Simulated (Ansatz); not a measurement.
# CH₄BCl₃O: shape, modes and thermochemistry

What shape does CH₄BCl₃O take? The plan is to relax it, then compute its harmonic vibrations to see whether it is a minimum and to get the zero-point energy and entropy, and look at its orbitals and charge.

Computed with Ansatz 0.2.0, Gaussian basis. Level: RKS PBE0-D4/def2-TZVP.

Plan: relaxation at PBE-D4/def2-SVP; relaxation at PBE0-D4/def2-TZVP; harmonic vibrations at the same level; a single point in def2-TZVPP for the fields.

## (1) Starting geometry

SMILES `C[OH+][B-](Cl)(Cl)Cl`, 10 atoms, charge 0, spin multiplicity 1.

Atoms are counted from 1 here; the program's logs count them from 0.

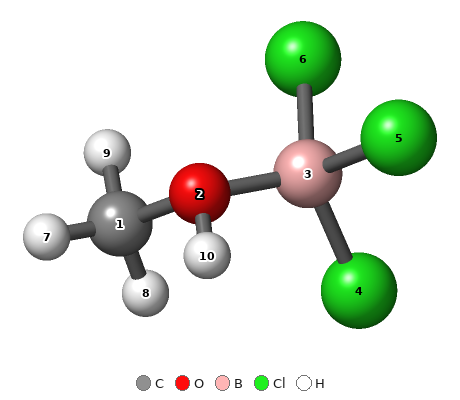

Start geometry, drawn with carbon grey, oxygen red, boron pink, chlorine green, hydrogen white; atoms are numbered from 1 in the order of the file.

As a file:

```
C     0.32680   -0.96200    0.84880
O     0.75480    0.08630   -0.03540
B    -0.38740    0.90490   -0.63590
Cl   -1.44820   -0.11480   -1.65630
Cl    0.39000    2.18150   -1.75310
Cl   -1.31640    1.82270    0.69230
H     1.16910   -1.49760    1.22680
H    -0.36260   -1.62070    0.32160
H    -0.22030   -0.46290    1.76870
H     1.17720   -0.38870   -0.77460
```

The start is a force-field geometry with small random shifts, so a cheaper pass at PBE-D4/def2-SVP comes first.

## (2) Geometry optimisation, PBE-D4/def2-SVP (cheap first pass)

in.yaml reads:

```yaml
crystal:
  periodic: [false, false, false]
  atoms:
    - {symbol: C, position_ang: [0.326800, -0.962000, 0.848800]}
    - {symbol: O, position_ang: [0.754800, 0.086300, -0.035400]}
    - {symbol: B, position_ang: [-0.387400, 0.904900, -0.635900]}
    - {symbol: Cl, position_ang: [-1.448200, -0.114800, -1.656300]}
    - {symbol: Cl, position_ang: [0.390000, 2.181500, -1.753100]}
    - {symbol: Cl, position_ang: [-1.316400, 1.822700, 0.692300]}
    - {symbol: H, position_ang: [1.169100, -1.497600, 1.226800]}
    - {symbol: H, position_ang: [-0.362600, -1.620700, 0.321600]}
    - {symbol: H, position_ang: [-0.220300, -0.462900, 1.768700]}
    - {symbol: H, position_ang: [1.177200, -0.388700, -0.774600]}
basis:
  gaussian: {orbitals: def2-SVP}
hamiltonian: {xc: pbe, dispersion: d4}
relax: {f_tol: 0.03, max_steps: 200}
```

Command:

```sh
$ ansatz run in.yaml --threads 4 --pin off --events-out ev --progress --plain --max-ram 10444MiB
```

The log of the run, cut to the lines that bear on the results:

```text
Functional definition: PBE
  name "PBE"
  cite "Perdew, Burke & Ernzerhof, Phys. Rev. Lett. 77, 3865 (1996) doi:10.1103/PhysRevLett.77.3865"
  parent pbe
[...]
1272 factors; their error is unknown
[...]
mean field -41361.70327255 eV, -1520.0145592968 hartree, gradient 4.6e-5 eV, S^2 0.000000; 0 other end points of the search recorded, 0 dependent functions left out
[...]
reference -41361.70330366 eV, -1520.0145604401 hartree; 37, 37 occupied and 79, 79 virtual orbitals, 1272 factors
relax step   1: F+E_penalty+E_count = -41362.02003519 eV  Δ(F+E_penalty+E_count) = +0.000e0 eV  max|allowed force component| = 2.791e0 eV/Å  Δτ_max = 0.0000 Å  (27 SCF iters, accepted)
[...]
relax step   7: F+E_penalty+E_count = -41362.51790933 eV  Δ(F+E_penalty+E_count) = -1.069e-3 eV  max|allowed force component| = 4.243e-2 eV/Å  Δτ_max = 0.0395 Å  (29 SCF iters, accepted)
[...]
relax step   8: F+E_penalty+E_count = -41362.51812042 eV  Δ(F+E_penalty+E_count) = -2.111e-4 eV  max|allowed force component| = 1.288e-2 eV/Å  Δτ_max = 0.0133 Å  (29 SCF iters, accepted)
1272 factors; their error is unknown
mean field -41362.20628854 eV, -1520.0330447936 hartree, gradient 1.0e-5 eV, S^2 0.000000; 1 other end points of the search recorded, 0 dependent functions left out
[...]
reference -41362.20632048 eV, -1520.0330459672 hartree; 37, 37 occupied and 79, 79 virtual orbitals, 1272 factors
Total energy: -41362.51815236 eV, -1520.0445055774 hartree
Atom 0 at     0.305974    -1.025437     0.854493 Å, force     0.004374    -0.005462     0.002024 eV/Å
Atom 1 at     0.677140     0.100716     0.015578 Å, force    -0.012881     0.006277    -0.002148 eV/Å
Atom 2 at    -0.491488     1.028463    -0.686346 Å, force     0.002199     0.004068    -0.000487 eV/Å
Atom 3 at    -1.621263    -0.136438    -1.536424 Å, force     0.000775    -0.002416     0.002138 eV/Å
Atom 4 at     0.528926     2.022725    -1.832358 Å, force     0.002026    -0.001075    -0.000608 eV/Å
Atom 5 at    -1.242819     1.929036     0.697957 Å, force     0.001312    -0.001592     0.001906 eV/Å
Atom 6 at     1.232142    -1.462005     1.269396 Å, force     0.003831    -0.003450     0.005116 eV/Å
Atom 7 at    -0.280181    -1.760635     0.271237 Å, force    -0.002123    -0.003282    -0.004986 eV/Å
Atom 8 at    -0.314782    -0.597366     1.660623 Å, force    -0.004319     0.005309     0.003368 eV/Å
Atom 9 at     1.289352    -0.150360    -0.711257 Å, force     0.004806     0.001622    -0.006322 eV/Å
Dipole moment:     0.650061    -0.855912     0.406712 e Å
```

It took 9 s on 4 threads of Intel Xeon Platinum 8488C, shared host.

Along the way:

```
step  energy from step 1 (eV)  largest force component (eV/Å)
   1                   0.0000                          2.7906
   2                  -0.3450                          1.0537
   3                  -0.4564                          0.6159
   4                  -0.4834                          0.3778
   5                  -0.4941                          0.1195
   6                  -0.4968                          0.0561
   7                  -0.4979                          0.0424
   8                  -0.4981                          0.0129
```

Distances of close pairs at the start and the end, largest changes first:

```
  bond  before (Å)  after (Å)  change (Å)
 O2–B3       1.528      1.649      +0.121
 C1–H9       1.181      1.104      -0.077
B3–Cl6       1.863      1.814      -0.048
B3–Cl4       1.791      1.832      +0.041
B3–Cl5       1.866      1.828      -0.038
 C1–H7       1.067      1.105      +0.037
 C1–H8       1.090      1.106      +0.017
 C1–O2       1.437      1.453      +0.016
```

## (3) Geometry optimisation, PBE0-D4/def2-TZVP

in.yaml reads:

```yaml
crystal:
  periodic: [false, false, false]
  atoms:
    - {symbol: C, position_ang: [0.305974, -1.025437, 0.854493]}
    - {symbol: O, position_ang: [0.677140, 0.100716, 0.015578]}
    - {symbol: B, position_ang: [-0.491488, 1.028463, -0.686346]}
    - {symbol: Cl, position_ang: [-1.621263, -0.136438, -1.536424]}
    - {symbol: Cl, position_ang: [0.528926, 2.022725, -1.832358]}
    - {symbol: Cl, position_ang: [-1.242819, 1.929036, 0.697957]}
    - {symbol: H, position_ang: [1.232142, -1.462005, 1.269396]}
    - {symbol: H, position_ang: [-0.280181, -1.760635, 0.271237]}
    - {symbol: H, position_ang: [-0.314782, -0.597366, 1.660623]}
    - {symbol: H, position_ang: [1.289352, -0.150360, -0.711257]}
basis:
  gaussian: {orbitals: def2-TZVP}
hamiltonian: {xc: pbe0, dispersion: d4}
relax: {f_tol: 0.005, max_steps: 150}
```

The command is unchanged.

The log of the run, cut to the lines that bear on the results:

```text
Functional definition: PBE0
  name "PBE0"
  cite "Adamo & Barone, J. Chem. Phys. 110, 6158 (1999) doi:10.1063/1.478522"
  cite "Perdew, Burke & Ernzerhof, Phys. Rev. Lett. 77, 3865 (1996) doi:10.1103/PhysRevLett.77.3865"
  parent pbe
[...]
1480 factors; their error is unknown
[...]
mean field -41382.80244697 eV, -1520.7899396553 hartree, gradient 5.6e-5 eV, S^2 0.000000; 0 other end points of the search recorded, 0 dependent functions left out
[...]
reference -41382.80247736 eV, -1520.7899407721 hartree; 37, 37 occupied and 191, 191 virtual orbitals, 1480 factors
relax step   1: F+E_penalty+E_count = -41383.06778564 eV  Δ(F+E_penalty+E_count) = +0.000e0 eV  max|allowed force component| = 5.488e-1 eV/Å  Δτ_max = 0.0000 Å  (27 SCF iters, accepted)
[...]
Atom 0 at     0.299028    -1.015161     0.849934 Å, force     0.001121    -0.001596    -0.003962 eV/Å
Atom 1 at     0.668761     0.087910    -0.008439 Å, force     0.002417     0.000157     0.001422 eV/Å
Atom 2 at    -0.469584     1.011780    -0.672845 Å, force    -0.000823    -0.001650     0.001201 eV/Å
Atom 3 at    -1.618340    -0.116215    -1.525668 Å, force    -0.001080    -0.000201    -0.000406 eV/Å
Atom 4 at     0.512645     2.026915    -1.814162 Å, force     0.001233     0.000595    -0.001418 eV/Å
Atom 5 at    -1.214582     1.903255     0.708405 Å, force    -0.000307     0.000391     0.000367 eV/Å
Atom 6 at     1.213667    -1.410092     1.286931 Å, force    -0.001122    -0.000324     0.000307 eV/Å
Atom 7 at    -0.239945    -1.767150     0.276451 Å, force     0.000897     0.000401     0.001281 eV/Å
Atom 8 at    -0.340254    -0.589110     1.617860 Å, force    -0.001248     0.001048     0.001270 eV/Å
Atom 9 at     1.271605    -0.183433    -0.715566 Å, force    -0.001087     0.001179    -0.000061 eV/Å
Dipole moment:     0.663876    -0.896028     0.436803 e Å
```

Wall time 35 s (4 threads of Intel Xeon Platinum 8488C, shared host); peak memory 0.77 GiB.

The steps of the relaxation:

```
step  energy from step 1 (eV)  largest force component (eV/Å)
   1                   0.0000                          0.5488
   2                  -0.0310                          0.2612
   3                  -0.0359                          0.1170
   4                  -0.0375                          0.0459
   5                  -0.0374                          0.0763
   6                  -0.0379                          0.0135
   7                  -0.0379                          0.0065
   8                  -0.0379                          0.0032
   9                  -0.0379                          0.0040
```

The force was under the threshold of 0.005 eV/Å already at step 8, but the program went on to step 9.

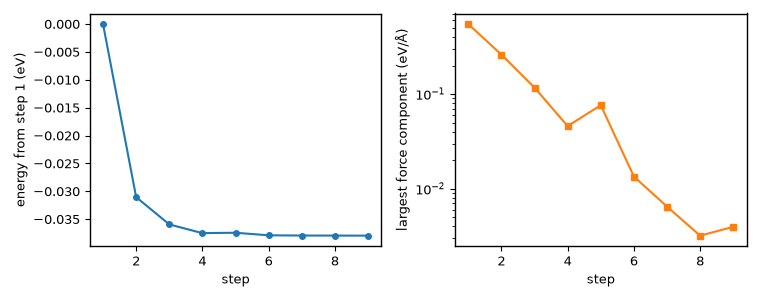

Energy and largest force along the relaxation.

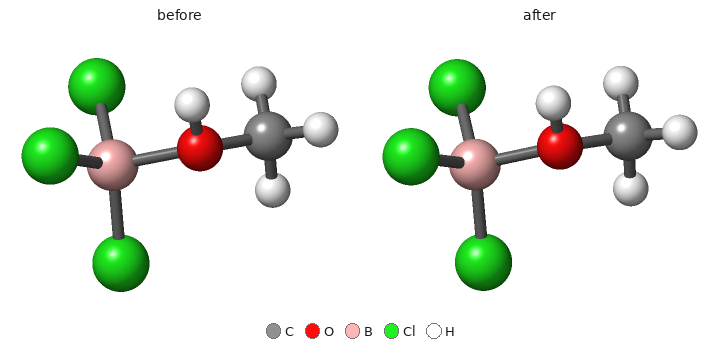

The geometry before (left) and after (right).

Distances of close pairs at the start and the end, largest changes first:

```
  bond  before (Å)  after (Å)  change (Å)
 O2–B3       1.649      1.610      -0.039
 C1–H8       1.106      1.089      -0.018
 C1–H9       1.104      1.086      -0.018
 C1–H7       1.105      1.088      -0.017
O2–H10       0.983      0.968      -0.015
B3–Cl5       1.828      1.816      -0.012
B3–Cl4       1.832      1.822      -0.010
B3–Cl6       1.814      1.805      -0.009
```

Mulliken charges at the end point, from the run's report:

```
atom  value (e)
  C1      -0.24
  O2      -0.17
  B3       0.13
 Cl4      -0.19
 Cl5      -0.19
 Cl6      -0.18
  H7       0.15
  H8       0.17
  H9       0.17
 H10       0.35
```

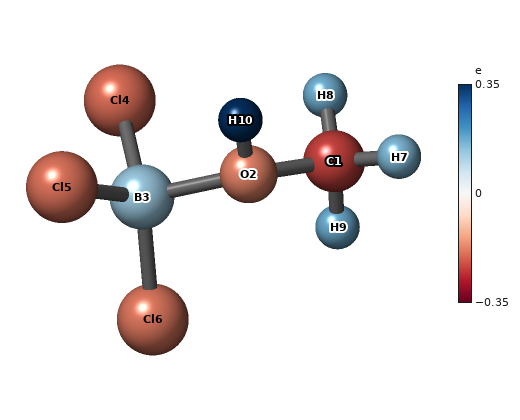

Mulliken charges at the end point, from the run's report, as colours on the atoms.

## (4) Force constants and modes

in.yaml reads:

```yaml
crystal:
  periodic: [false, false, false]
  atoms:
    - {symbol: C, position_ang: [0.299028, -1.015161, 0.849934]}
    - {symbol: O, position_ang: [0.668761, 0.087910, -0.008439]}
    - {symbol: B, position_ang: [-0.469584, 1.011780, -0.672845]}
    - {symbol: Cl, position_ang: [-1.618340, -0.116215, -1.525668]}
    - {symbol: Cl, position_ang: [0.512645, 2.026915, -1.814162]}
    - {symbol: Cl, position_ang: [-1.214582, 1.903255, 0.708405]}
    - {symbol: H, position_ang: [1.213667, -1.410092, 1.286931]}
    - {symbol: H, position_ang: [-0.239945, -1.767150, 0.276451]}
    - {symbol: H, position_ang: [-0.340254, -0.589110, 1.617860]}
    - {symbol: H, position_ang: [1.271605, -0.183433, -0.715566]}
basis:
  gaussian: {orbitals: def2-TZVP}
hamiltonian: {xc: pbe0, dispersion: d4}
phonons: {temperatures: {t_min: 298.15, t_max: 900, t_step: 200}}
```

The command is unchanged.

The log of the run, cut to the lines that bear on the results:

```text
Functional definition: PBE0
  name "PBE0"
  cite "Adamo & Barone, J. Chem. Phys. 110, 6158 (1999) doi:10.1063/1.478522"
  cite "Perdew, Burke & Ernzerhof, Phys. Rev. Lett. 77, 3865 (1996) doi:10.1103/PhysRevLett.77.3865"
  parent pbe
[...]
1480 factors; their error is unknown
[...]
mean field -41382.83832048 eV, -1520.7912579823 hartree, gradient 5.9e-5 eV, S^2 0.000000; 0 other end points of the search recorded, 0 dependent functions left out
[...]
reference -41382.83835067 eV, -1520.7912590918 hartree; 37, 37 occupied and 191, 191 virtual orbitals, 1480 factors
[...]
1480 factors; their error is unknown
mean field -41382.83814852 eV, -1520.7912516630 hartree, gradient 1.3e-6 eV, S^2 0.000000; 0 other end points of the search recorded, 0 dependent functions left out
[...]
reference -41382.83817871 eV, -1520.7912527725 hartree; 37, 37 occupied and 191, 191 virtual orbitals, 1480 factors
[...]
Atom 2 at    -0.469584     1.011780    -0.672845 Å, force    -0.000752    -0.001572     0.001159 eV/Å
Atom 3 at    -1.618340    -0.116215    -1.525668 Å, force    -0.001156    -0.000235    -0.000434 eV/Å
Atom 4 at     0.512645     2.026915    -1.814162 Å, force     0.001203     0.000591    -0.001446 eV/Å
Atom 5 at    -1.214582     1.903255     0.708405 Å, force    -0.000319     0.000385     0.000448 eV/Å
Atom 6 at     1.213667    -1.410092     1.286931 Å, force    -0.001121    -0.000325     0.000286 eV/Å
Atom 7 at    -0.239945    -1.767150     0.276451 Å, force     0.000882     0.000394     0.001289 eV/Å
Atom 8 at    -0.340254    -0.589110     1.617860 Å, force    -0.001280     0.001061     0.001154 eV/Å
Atom 9 at     1.271605    -0.183433    -0.715566 Å, force    -0.001007     0.001121    -0.000021 eV/Å
Dipole moment:     0.663876    -0.896029     0.436802 e Å
Vibrations: 85.29 151.50 164.41 208.91 232.72 290.84 310.51 372.42 463.78 582.42 647.09 812.13 849.71 1011.50 1138.42 1182.86 1361.66 1459.49 1479.56 1498.57 3090.26 3190.08 3208.18 3770.58 cm⁻¹, zero-point energy 1.708683 eV
```

Run time: 2.9 min. Hardware: 4 threads of Intel Xeon Platinum 8488C, shared host; peak memory 0.78 GiB.

Motions are named by where the mode's potential energy lies. The modes, unscaled (a negative number is an imaginary wavenumber):

```
mode  cm⁻¹                  motion
   1    85                 torsion
   2   152       torsion with bend
   3   164                    bend
   4   209       bend with torsion
   5   233       bend with torsion
   6   291                    bend
   7   311       bend with torsion
   8   372  bend with B–Cl stretch
   9   464    B–Cl and B–O stretch
  10   582       torsion with bend
  11   647   B–O stretch with bend
  12   812            B–Cl stretch
  13   850            B–Cl stretch
  14  1011             C–O stretch
  15  1138                    bend
  16  1183                    bend
  17  1362                    bend
  18  1459                    bend
  19  1480                    bend
  20  1499                    bend
  21  3090             C–H stretch
  22  3190             C–H stretch
  23  3208             C–H stretch
  24  3771             O–H stretch
```

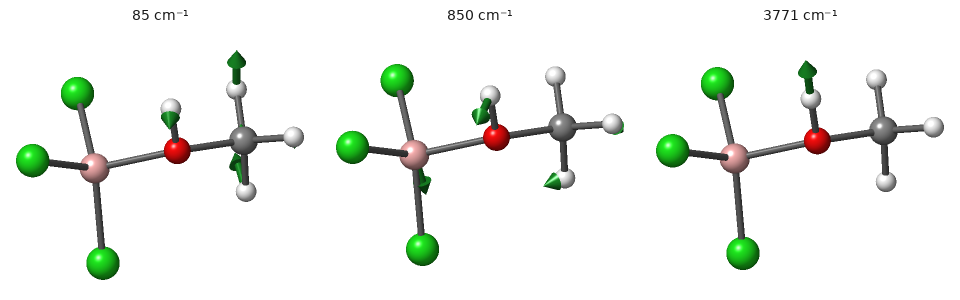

How the atoms move in 3 of the modes.

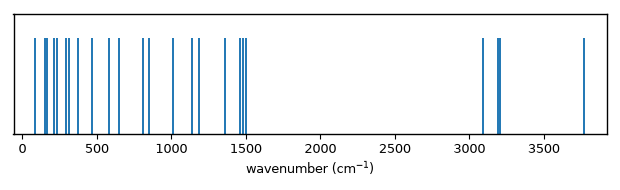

The harmonic wavenumbers as sticks (no intensities were computed).

From these modes and the moments of inertia (298.15 K, 1 bar, symmetry number 1):

```
                term            value
   zero-point energy     164.9 kJ/mol
          H(298) − E     188.0 kJ/mol
entropy, translation  171.3 J/(mol K)
   entropy, rotation  121.1 J/(mol K)
  entropy, vibration   79.3 J/(mol K)
      entropy, total  371.6 J/(mol K)
```

## (5) A single point for the fields

in.yaml, as its differences from that of step 4:

```diff
@@ -14,4 +14,4 @@
 basis:
-  gaussian: {orbitals: def2-TZVP}
+  gaussian: {orbitals: def2-TZVPP}
 hamiltonian: {xc: pbe0, dispersion: d4}
-phonons: {temperatures: {t_min: 298.15, t_max: 900, t_step: 200}}
+output: {orbitals: {seedname: orbitals}}
```

Launched as before.

The log of the run:

```text
Functional definition: PBE0
  name "PBE0"
  cite "Adamo & Barone, J. Chem. Phys. 110, 6158 (1999) doi:10.1063/1.478522"
  cite "Perdew, Burke & Ernzerhof, Phys. Rev. Lett. 77, 3865 (1996) doi:10.1103/PhysRevLett.77.3865"
  parent pbe
  parameter a = 0.25
  parameter kappa = 0.804
  parameter beta = 0.06672455060314922
  exchange = (1 - a)*pbe_x(kappa = kappa, mu = beta*pi^2/3) + a*exact_x
  correlation = pbe_c(beta = beta)
1711 factors; their error is unknown
mean field evaluation 1: about -41379.4025 eV, gradient 4.2e1 eV
mean field evaluation 2: about -41378.3435 eV, gradient 4.9e1 eV
mean field evaluation 4: about -41382.8009 eV, gradient 1.9e0 eV
mean field evaluation 8: about -41382.8109 eV, gradient 6.5e-2 eV
mean field evaluation 16: about -41382.9082 eV, gradient 3.8e-5 eV
mean field -41382.90823652 eV, -1520.7938273493 hartree, gradient 3.8e-5 eV, S^2 0.000000; 0 other end points of the search recorded, 0 dependent functions left out
reference -41382.90826696 eV, -1520.7938284681 hartree; 37, 37 occupied and 238, 238 virtual orbitals, 1711 factors
Total energy: -41383.17567554 eV, -1520.8036555522 hartree
```

Wall time 3.4 s (4 threads of Intel Xeon Platinum 8488C, shared host); peak memory 0.95 GiB.

Orbitals, density, ELF and potential are computed afterwards from the orbital file.

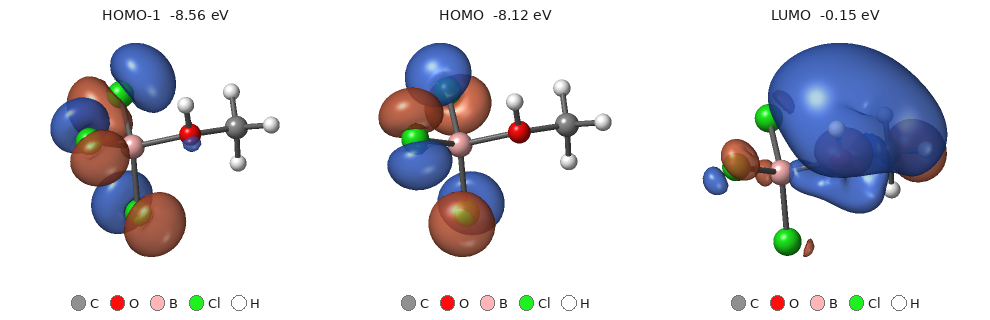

PBE0-D4/def2-TZVPP orbitals near the gap, drawn at the value that encloses 70 % of each; the two colours are the two signs.

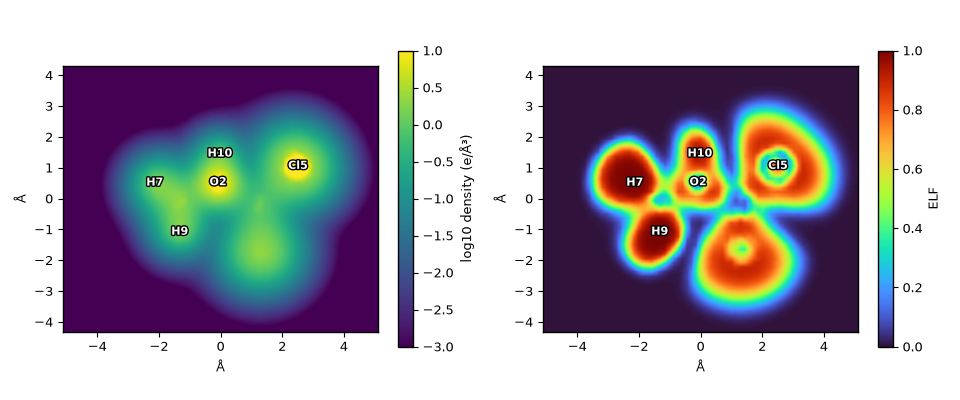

Density (left) and ELF (right) in a plane through or near 5 of the atoms.

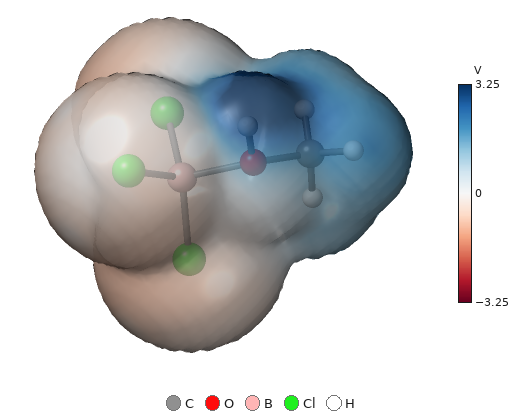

Electrostatic potential on the surface of density 0.002 e/bohr³; red is low, blue high. It runs, from the 1st to the 99th percentile, from -0.93 V near Cl6 to 3.25 V near H10.

## (6) What came out

| quantity | value |
| --- | --- |
| point group | C1 |
| steps | 8 + 9 |
| shift from the start (rms) | 0.172 Å |
| total energy | -41383.1058 eV |
| dispersion term | -267 meV |
| dipole moment | 5.75 D |
| lowest, highest wavenumber | 85, 3771 cm⁻¹ |
| zero-point energy | 164.9 kJ/mol |
| entropy at 298.15 K | 371.6 J/(mol K) |
| HOMO, LUMO | -8.12, -0.15 eV |

In words: The relaxed geometry lies 0.17 Å (rms) from the start; the bond that changed most is C1–H9, from 1.181 to 1.086 Å. No mode is imaginary: a true minimum at this level. The stiffest mode, 3771 cm⁻¹, is an O–H stretch, and 3 modes under 200 cm⁻¹ make the vibrational entropy uncertain. Harmonic hybrid wavenumbers usually lie a few per cent above measured fundamentals. The largest Mulliken charge, +0.35 e, sits on H10. The HOMO lies mostly on Cl4, Cl5, Cl6 about 33 % each and the LUMO on H10 53 %; O2 11 %.
